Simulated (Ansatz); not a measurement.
Fields on a plane of CdTe (zinc blende)

```
CELL_PARAMETERS angstrom
      0.00000     3.27881     3.27881
      3.27881     0.00000     3.27881
      3.27881     3.27881     0.00000
ATOMIC_POSITIONS crystal
  Te 0.75000 0.75000 0.75000
  Cd 0.00000 0.00000 0.00000
```

The slice is a {100} plane (indices of the conventional cell) through the point (0.000, 0.000, 0.000) (fractional), spanned by u = [100] and v = [0 1 -1] in vectors of this cell: u (4.64 Å) and v (4.64 Å, at 90° to u). It covers one period; positions are fractions (u, v).

Atoms on it: Cd at (0.00, 0.00).

Calculation: r2SCAN (plane waves to 500 eV, PAW, scalar-relativistic; Ansatz, a quantum-chemistry and plane-wave program). k mesh 9×9×9. These are valence fields of a PAW run, semicore shells included where kept as valence: close to a nucleus they are smooth pseudo fields. CdTe was relaxed with its symmetry unable to fall. Spin-orbit coupling is left out, though Te is heavy.

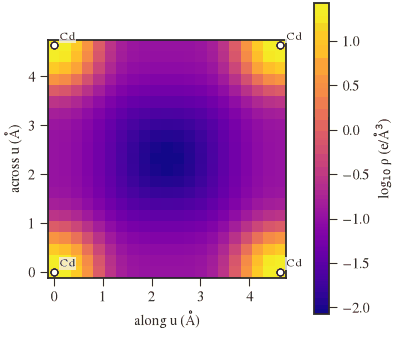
Fig. 1. Log₁₀ of the valence density in e/Å³, one period of the plane, atoms marked. The scale is logarithmic, as a density can span decades between atoms and voids.

```
|+: .::.       .::. :|
|   ::..       ..::  |
|..:::..       ..:::.|
|::::..         ..:::|
|::...           ...:|
|....             ...|
|                    |
|                    |
|                    |
|                    |
|                    |
|                    |
|                    |
|....             ...|
|::...           ...:|
|::::..         ..:::|
|..:::..       ..:::.|
|   ::..       ..::  |
|+: .::.       .::. :|
|@+ .::.       .::. +|
```
Scale: ten equal steps from 0.004 (start of ' ') to 0.238 (end of '@'), in the order ' .:-=+*#%@'. Values: density of the lowest conduction band (whole band as if filled, smooth part) in e/Å³. The map has 20 points along u (one character each, u = 0 at the left) and 20 along v (v = 0 in the bottom row).
